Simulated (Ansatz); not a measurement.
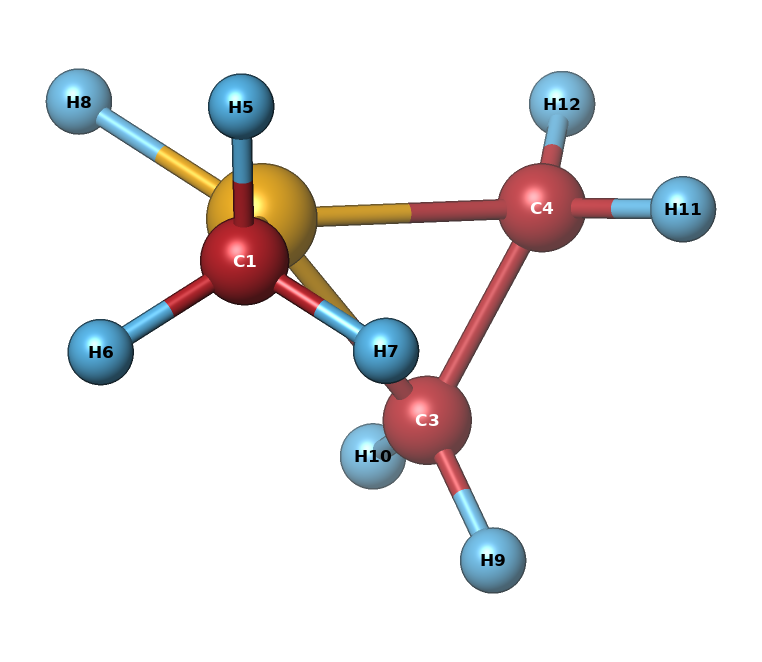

Ge2 lies behind C1. The molecule seen nearly along the C1–Ge2 bond, C1 in front. Depth is shown by fading: the farther an atom, the more it takes the colour of the background. Computed geometry: PBE-D4/def2-SVP optimisation. No frequency run is at hand to confirm it as a minimum.

### What is the torsion angle H5–C1–Ge2–C3? The sign is positive where the front bond must turn clockwise to cover the back bond.

145°, anticlinal.
